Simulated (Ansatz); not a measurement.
**UHSE06/STO-3G run of O2F (SMILES [O]OF)**

What is the electronic atomisation energy of O2F at UHSE06/STO-3G? 

Program for the calculation: Ansatz 0.2.0.

46 further runs of the same task are left out: 12 that didn't finish, 34 set aside as unsound or not needed.

### Step 1. The system as given

O2F has 3 atoms, charge 0, and is taken as a doublet. SMILES: `[O]OF`. Geometry: relaxed at GFN2-xTB.

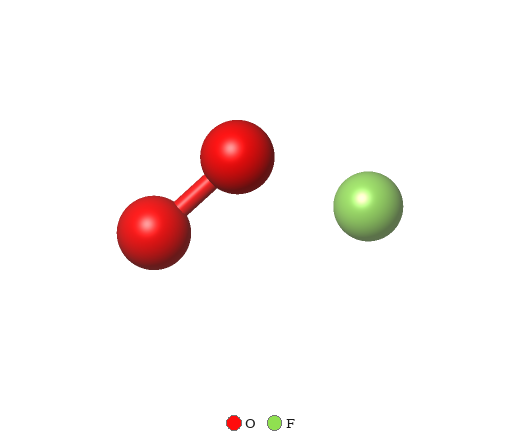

Viewed from a chosen angle; oxygen red, fluorine green.

### Step 2. The energy at UHSE06/STO-3G

Contents of input.yaml:

```yaml
crystal:
  periodic: [false, false, false]
  atoms:
    - {symbol: O, position_ang: [0.949760, -0.292600, 0.491570]}
    - {symbol: O, position_ang: [0.124690, 0.486900, 0.122000]}
    - {symbol: F, position_ang: [-1.074440, -0.194290, -0.613560]}
basis:
  gaussian: {orbitals: STO-3G}
magnetization: {spin_polarized: true, initial_magnetization: 1}
hamiltonian: {xc: {name: HSE06}}
accuracy: high
```

Command:

```
$ ansatz run input.yaml --threads 1 --pin off --max-ram 2610MiB --events-out events.jsonl --progress --plain --runs-dir runs
```

The program printed:

```text
Warning: RAYON_NUM_THREADS=1 ignored (pool sized by the plan → 1); use --threads N
Functional definition: HSE06
  name "HSE06"
  parameter a = 0.25
  parameter omega = 0.11/bohr
  exchange = pbe_x - a*pbe_x_sr(omega) + a*exact_x_sr(omega)
  correlation = pbe_c
250 factors; integrals over basis functions are off by at most 3.6e-8 eV
39 factors; integrals over basis functions are off by at most 3.5e-10 eV
mean field evaluation 1: about -6701.1769 eV, gradient 2.1e1 eV
mean field evaluation 2: about -6675.3292 eV, gradient 5.6e1 eV
mean field evaluation 4: about -6703.9722 eV, gradient 3.0e0 eV
mean field evaluation 8: about -6704.0951 eV, gradient 2.4e-1 eV
mean field evaluation 16: about -6704.1034 eV, gradient 7.0e-4 eV
mean field -6704.10337524 eV, -246.3712548356 hartree, gradient 8.8e-8 eV, S^2 0.794965; 2 other end points of the search recorded, 0 dependent functions left out
reference -6704.10337586 eV, -246.3712548582 hartree; 13, 12 occupied and 2, 3 virtual orbitals, 250 factors
Total energy: -6704.10337586 eV, -246.3712548582 hartree
```

Wall time 1.4 s (1 thread of Arm Neoverse V2, shared host); peak memory 0.11 GiB.

### Step 3. The F atom, same level

Contents of in.yaml:

```yaml
crystal:
  periodic: [false, false, false]
  atoms:
    - {symbol: F, position_ang: [0.000000, 0.000000, 0.000000]}
basis:
  gaussian:
    orbitals: STO-3G
magnetization:
  spin_polarized: true
  initial_magnetization: 1
hamiltonian:
  xc: {name: HSE06}
accuracy: high
```

Command:

```
$ ansatz run in.yaml --threads 1 --pin off --max-ram 2610MiB --events-out events.jsonl --progress --plain --runs-dir runs
```

The program printed, shortened:

```text
Warning: RAYON_NUM_THREADS=1 ignored (pool sized by the plan → 1); use --threads N
[... 6 set-up lines as earlier in the session ...]
15 factors; integrals over basis functions are off by at most 1.2e-9 eV
13 factors; integrals over basis functions are off by at most 2.0e-10 eV
mean field evaluation 1: about -2672.1445 eV, gradient 4.3e-13 eV
mean field evaluation 2: about -2672.1438 eV, gradient 4.7e-12 eV
mean field -2672.14383719 eV, -98.1994747724 hartree, gradient 0.0e0 eV, S^2 0.750000; 0 other end points of the search recorded, 0 dependent functions left out
reference -2672.14383749 eV, -98.1994747835 hartree; 5, 4 occupied and 0, 1 virtual orbitals, 15 factors
Total energy: -2672.14383749 eV, -98.1994747835 hartree
```

Run time: 0.22 s. Hardware: 1 thread of Arm Neoverse V2, shared host.

### Step 4. The O atom at the same level

Contents of input.yaml:

```yaml
crystal:
  periodic: [false, false, false]
  atoms:
    - {symbol: O, position_ang: [0.000000, 0.000000, 0.000000]}
basis:
  gaussian:
    orbitals: STO-3G
magnetization:
  spin_polarized: true
  initial_magnetization: 2
hamiltonian:
  xc: hse06
accuracy: high
```

Run the same way, it converges to -73.97333 Eh (log not shown).

### Step 5. Outcome

Level: UHSE06/STO-3G.

```
                     quantity          value
       molecule: total energy  -246.37125 Eh
               molecule: ⟨S²⟩          0.795
         F atom: total energy   -98.19947 Eh
                 F atom: ⟨S²⟩          0.750
         O atom: total energy   -73.97333 Eh
                 O atom: ⟨S²⟩          2.000
electronic atomisation energy       6.126 eV
```

In words: Taking the molecule apart into free atoms costs 6.13 eV (141 kcal/mol), before zero-point energy and without spin-orbit coupling. In a minimal basis such a difference can be off by several eV, whatever the method.
